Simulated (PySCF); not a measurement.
# InHCl (SMILES [Cl][InH]) at U-wB97X-V/STO-6G

Aim: the energy change on altering one bond length of InHCl at U-wB97X-V/STO-6G, from 2 runs. The job is set up through a Python script.

Program for the calculation: PySCF 2.14.0.

9 further runs of the same task are left out: 9 set aside as unsound or not needed.

## 1. Starting point

InHCl: 3 atoms, total charge 0, spin state doublet. SMILES: `[Cl][InH]`. The shape is that of a PBE0-D4/def2-TZVP optimisation.

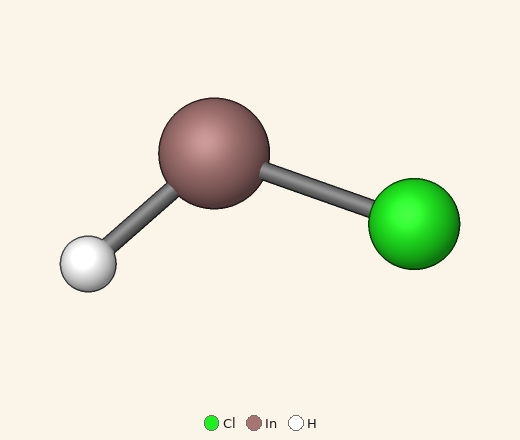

Viewed from a chosen angle; chlorine green, indium brown, hydrogen white.

## 2. A single-point energy at U-wB97X-V/STO-6G

job.py reads:

```python
from pyscf import gto, dft

molecule = gto.M(
    atom='Cl -1.649800 0.396800 -0.867400; In 0.409500 0.542400 0.286100; H 1.229400 -1.003900 0.568100',
    basis='sto-6g',
    max_memory=1860,
    verbose=3,
    charge=0,
    spin=1,
)

myscf = dft.UKS(molecule, xc='wb97x-v')
myscf.grids.level = 5
myscf.conv_tol = 1e-10
myscf.nlcgrids.level = 1
myscf.kernel()
if not myscf.converged:
    myscf = myscf.newton().run(myscf.mo_coeff, myscf.mo_occ)

e_final = myscf.e_tot
print('E(%s) = %.9f' % ('WB97X-V', e_final))
```

Started as:

```sh
$ OMP_NUM_THREADS=1 python job.py
```

The program printed:

```text
WARN: HOMO -0.42785103393526 >= LUMO -0.427851033935302

converged SCF energy = -6173.65869432359  <S^2> = 0.75167962  2S+1 = 2.0016789
E(WB97X-V) = -6173.658694324
```

Run time: 42 s. Hardware: 1 thread of Arm Neoverse V1, shared host; peak memory 0.27 GiB.

## 3. The distorted shape at the same level

calc.py reads:

```python
from pyscf import gto, dft

molecule = gto.Mole()
molecule.atom = '''
Cl  -2.633657   2.252316  -1.205792
In  -0.574357   2.397916  -0.052292
H    1.229400  -1.003900   0.568100
'''
molecule.max_memory = 1860
molecule.verbose = 3
molecule.spin = 1
molecule.basis = 'sto-6g'
molecule.build()

calc0 = dft.UKS(molecule)
calc0.xc = 'wb97x-v'
calc0.conv_tol = 1e-10
calc0.nlcgrids.level = 1
calc0.grids.level = 5
calc0.kernel()
if not calc0.converged:
    calc0 = calc0.newton().run(calc0.mo_coeff, calc0.mo_occ)

e_final = calc0.e_tot
print('E = %.10f Eh' % e_final)
```

Started as:

```sh
$ OMP_NUM_THREADS=1 python calc.py
```

The program printed:

```text
WARN: HOMO -0.307585514195817 >= LUMO -0.307585514195834

converged SCF energy = -6173.53871093869  <S^2> = 0.75006547  2S+1 = 2.0000655
E = -6173.5387109387 Eh
```

It took 43 s on 1 thread of Arm Neoverse V1, shared host; peak memory 0.25 GiB.

## 4. Outcome

Level: U-wB97X-V/STO-6G.

| quantity | value |
| --- | --- |
| first shape: total energy | -6173.65869 Eh |
| first shape: dipole moment | 3.57 D |
| first shape: HOMO energy (highest over α and β) | -5.24 eV |
| first shape: LUMO energy (lowest over α and β) | 2.25 eV |
| first shape: ⟨S²⟩ | 0.752 |
| distorted shape: total energy | -6173.53871 Eh |
| distorted shape: dipole moment | 2.97 D |
| distorted shape: HOMO energy (highest over α and β) | -5.43 eV |
| distorted shape: LUMO energy (lowest over α and β) | 3.92 eV |
| distorted shape: ⟨S²⟩ | 0.750 |
| energy change with the In2–H3 bond stretched from 1.773 to 3.900 Å | 3.265 eV |

With the In2–H3 bond stretched from 1.773 to 3.900 Å the energy rises by 3.26 eV (75 kcal/mol). The first shape isn't relaxed at this level, so the change isn't measured from a minimum. The minimal basis adds a large error of its own. Mulliken charges (first shape) run from -0.45 on Cl1 to +0.61 on In2; they depend strongly on the basis. Relativity is left out (first shape) although the molecule holds a heavy atom. Relativity is left out (distorted shape) although the molecule holds a heavy atom.
